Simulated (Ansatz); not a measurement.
**BCl2H3O4Si (SMILES O[Si](O)(O)OB(Cl)Cl): density, localisation and related maps**

```xyz
11

B    -0.3947    1.0541    0.9737
Cl    0.3942    0.6263    2.5141
Cl   -1.3787    2.5050    0.9370
O    -0.0184   -1.7270   -1.8510
O     2.1764   -0.5938   -0.8682
O     0.6104   -2.1008    0.7472
O    -0.2472    0.3042   -0.1097
Si    0.6535   -1.0675   -0.5163
H    -0.9081   -2.0842   -1.7851
H     2.3485   -0.2828   -1.7613
H     0.7397   -1.7030    1.6169
```

Geometry: PBE0-D4/def2-SVP.

All numbers below come from Ansatz 0.2.0, isolated molecule in a Gaussian basis; Kohn-Sham density functional theory, functional PBE0.

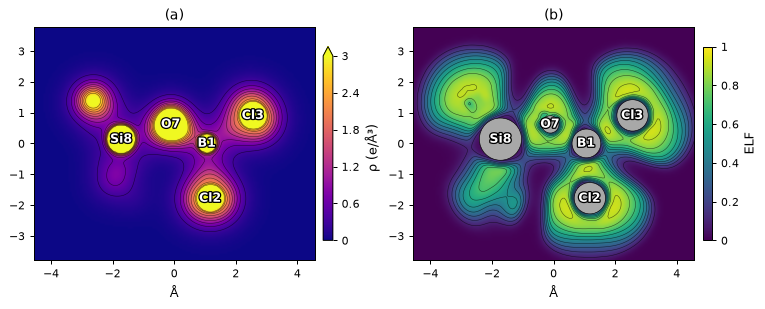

Figure 1. (a) electron density; (b) ELF on the plane of atoms Cl3, B1 and O7. Grey discs cover the atomic cores in the ELF map.

**Read the bonding off the picture.**

- The section cuts through B, Cl, O and Si sites.
- B–O (1.33 Å): ρ is about 2.3 e/Å³ halfway; the ELF peaks at about 0.90 between the atoms; a polar covalent bond.
- B–Cl (1.75 Å): ρ at the midpoint is about 1.3 e/Å³; the ELF peaks at about 0.90 between the atoms, as expected for a shared but strongly polarised pair.
- Si–O (1.69 Å): the density is about 1 e/Å³ at the midpoint; the ELF peaks at about 0.90 between the atoms; a shared but strongly polarised pair.
- The ELF also peaks beside Cl2, Cl3, O7 and O4, away from the bonds: lone-pair regions.

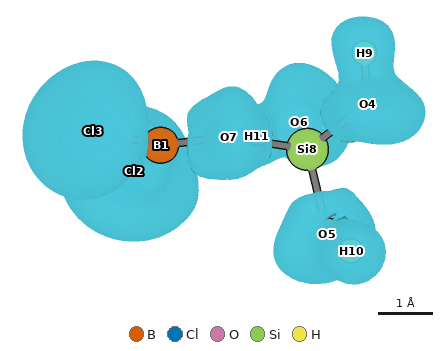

Figure 2. Isosurface of the ELF at 0.75 (cyan), seen from one side. Only the valence region is drawn (cores and ρ < 0.01 e/Å³ removed).

**Describe the localisation domains.**

At this value the surface marks out two regions on Cl in which the atom's valence shell and bonds are merged, one region on O in which the atom's valence shell and bonds are merged and three joined regions spread over several atoms (H, O), in which their bonds and any lone pairs are merged. Profiles from the grid: Si–O (1.63 Å): the ELF peaks at about 0.90 between the atoms; a shared but strongly polarised pair.

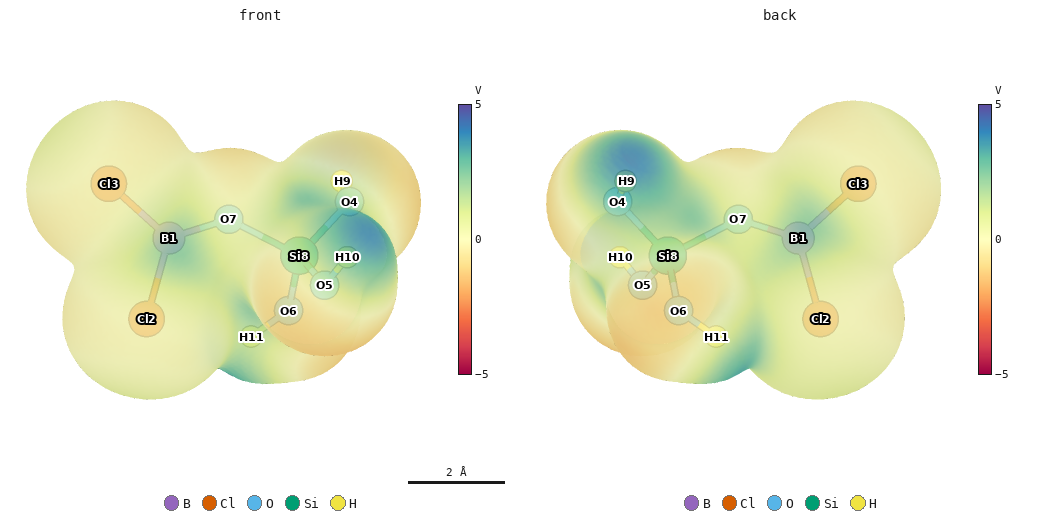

Figure 3. The electrostatic potential painted on the density surface at 0.004 e/bohr³, seen from the front and from behind; red is negative and blue positive.

**Describe the electrostatic potential map.**

The most negative region (about −1.2 V) lies over O5 and O6, the most positive (about +3.9 V) over H9 and H10. Cl2 shows a σ-hole: about +0.8 V at the tip opposite its bond, against about +0.4 V on its flanks. Cl3 shows a σ-hole: about +0.7 V at the tip opposite its bond, against about −0.2 V on its flanks.
